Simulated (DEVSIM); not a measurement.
System: Au/SiO2/n-Ge capacitor, at 300 K.

| layer (left to right) | material | thickness (nm) | Nd (cm⁻³) |
|---|---|---|---|
| 1 | SiO2 | 4.40 | - |
| 2 | Ge | 3100 | 3.7e16 |

Metal gate on the left, work function 5.1 eV. Fixed charge at the semiconductor interface -2.8e10 cm⁻² (in units of +e); no interface traps.

Constants are typed, rounded textbook-type inputs, not results; the design itself was drawn at random and stands for no fabricated device. Values at 300 K.

```tsv
parameter	SiO2	Ge
gap (eV)	9	0.664
affinity (eV)	0.9	4
permittivity	3.9	16
Nc (cm⁻³)	-	1.04e19
Nv (cm⁻³)	-	6e18
```

Model (solved in DEVSIM): 1D Poisson equation in equilibrium, Boltzmann statistics, complete ionisation; no quantum confinement or tunnelling. Metal contacts follow the ideal Schottky-Mott rule: no Fermi-level pinning, no interface dipoles.

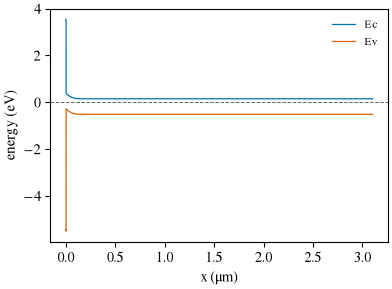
Figure. Band edges at 0.65 V on the gate

Energies count from the Fermi level of the right contact; mesh points crowd at the junctions.

```
x (μm)    Ec (eV)  Ev (eV)  n (cm⁻³)  p (cm⁻³)  field (V/cm)
--------  -------  -------  --------  --------  ------------
0.000       3.550   -5.450     < 1e2     < 1e2       -160000
0.001041    3.534   -5.466     < 1e2     < 1e2       -160000
0.002487    3.511   -5.489     < 1e2     < 1e2       -160000
0.003781    3.490   -5.510     < 1e2     < 1e2       -160000
0.005169    0.377   -0.287    4.8e12    9.1e13        -41000
0.007305    0.368   -0.296    6.7e12    6.5e13        -41000
0.01181     0.351   -0.313    1.3e13    3.3e13        -39000
0.02691     0.297   -0.367    1.1e14    4.1e12        -32000
0.05311     0.226   -0.438    1.6e15    2.7e11        -22000
0.1083      0.159   -0.505    2.2e16    2.0e10         -5000
0.2246      0.146   -0.518    3.7e16    1.2e10           -55
0.5945      0.146   -0.518    3.7e16    1.2e10           ≈ 0
1.249       0.146   -0.518    3.7e16    1.2e10           ≈ 0
2.172       0.146   -0.518    3.7e16    1.2e10           ≈ 0
2.756       0.146   -0.518    3.7e16    1.2e10           ≈ 0
2.940       0.146   -0.518    3.7e16    1.2e10           ≈ 0
3.027       0.146   -0.518    3.7e16    1.2e10           ≈ 0
3.068       0.146   -0.518    3.7e16    1.2e10           ≈ 0
3.092       0.146   -0.518    3.7e16    1.2e10           ≈ 0
3.099       0.146   -0.518    3.7e16    1.2e10           ≈ 0
3.103       0.146   -0.518    3.7e16    1.2e10           ≈ 0
3.104       0.146   -0.518    3.7e16    1.2e10           ≈ 0
```
